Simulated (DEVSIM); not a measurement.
System: CdS/CdTe n-p heterojunction, at 300 K.

```tsv
layer (left to right)	material	thickness (μm)	Nd (cm⁻³)	Na (cm⁻³)	τn (s)	τp (s)
1	CdS	0.0500	1e18	-	4.5e-9	4.5e-9
2	CdTe	0.180	-	5e17	4.5e-9	4.5e-9
```

Left contact: ohmic. Right contact: ohmic. Voltage is applied to the left contact. Recombination: SRH at mid-gap, radiative, Auger. Mobility is μmin + (μ − μmin)/(1 + (N/Nref)^α).

Constants are typed, rounded textbook-type inputs, not results; the design itself was drawn at random and stands for no fabricated device. Values at 300 K.

| parameter | CdS | CdTe |
|---|---|---|
| gap (eV) | 2.4 | 1.5 |
| affinity (eV) | 4.3 | 4.28 |
| permittivity | 9 | 10.2 |
| Nc (cm⁻³) | 2.2e18 | 8e17 |
| Nv (cm⁻³) | 1.8e19 | 1.8e19 |
| μn (cm²/Vs) | 300 | 1000 |
| μp (cm²/Vs) | 25 | 80 |
| μn,min | 30 | 100 |
| μp,min | 3 | 10 |
| Nref,n | 1e17 | 1e17 |
| Nref,p | 1e17 | 1e17 |
| αn | 0.6 | 0.6 |
| αp | 0.6 | 0.6 |
| B (cm³/s) | 1e-10 | 1e-10 |
| Cn (cm⁶/s) | 1e-30 | 1e-30 |
| Cp (cm⁶/s) | 1e-30 | 1e-30 |

Simulated with DEVSIM: 1D drift-diffusion, Boltzmann statistics, complete ionisation; no tunnelling, impact ionisation, image-force lowering or self-heating. Band offsets follow the typed affinities; no thermionic-emission limit at abrupt steps, no polarisation charge.

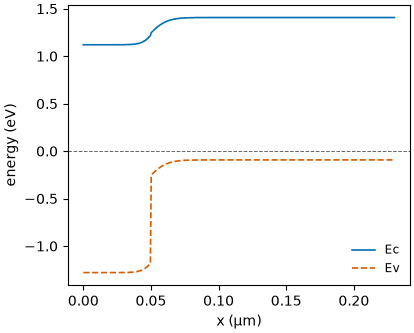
Fig. 1. Band edges at -1.1 V on the left contact

Energies count from the Fermi level of the right contact; mesh points crowd at the junctions.

```
x (μm)    Ec (eV)  Ev (eV)  n (cm⁻³)  p (cm⁻³)  field (V/cm)
--------  -------  -------  --------  --------  ------------
0.000       1.120   -1.280    1.0e18     < 1e2           ≈ 0
0.002606    1.120   -1.280    1.0e18     < 1e2           ≈ 0
0.006344    1.120   -1.280    1.0e18     < 1e2           ≈ 0
0.01171     1.120   -1.280    1.0e18     < 1e2            13
0.02295     1.121   -1.280    1.0e18     < 1e2           300
0.03215     1.122   -1.278    9.5e17     < 1e2          3800
0.03937     1.130   -1.270    6.9e17     < 1e2         25000
0.04583     1.167   -1.233    1.7e17     < 1e2        100000
0.04891     1.206   -1.194    3.7e16     < 1e2        160000
0.05108     1.260   -0.240    1.6e15    1.7e15        150000
0.05434     1.304   -0.196    3.0e14    9.0e15        120000
0.06173     1.368   -0.132    2.5e13    1.1e17         58000
0.07063     1.398   -0.102    7.6e12    3.5e17         16000
0.08423     1.407   -0.093    5.1e12    4.9e17          1500
0.1124      1.407   -0.093    4.0e12    5.0e17           ≈ 0
0.1471      1.407   -0.093    2.8e12    5.0e17           ≈ 0
0.1775      1.407   -0.093    1.8e12    5.0e17           ≈ 0
0.1974      1.407   -0.093    1.1e12    5.0e17           ≈ 0
0.2140      1.407   -0.093    5.4e11    5.0e17           ≈ 0
0.2213      1.407   -0.093    2.9e11    5.0e17           ≈ 0
0.2261      1.407   -0.093    1.3e11    5.0e17           ≈ 0
0.2300      1.407   -0.093     < 1e2    5.0e17           ≈ 0
```
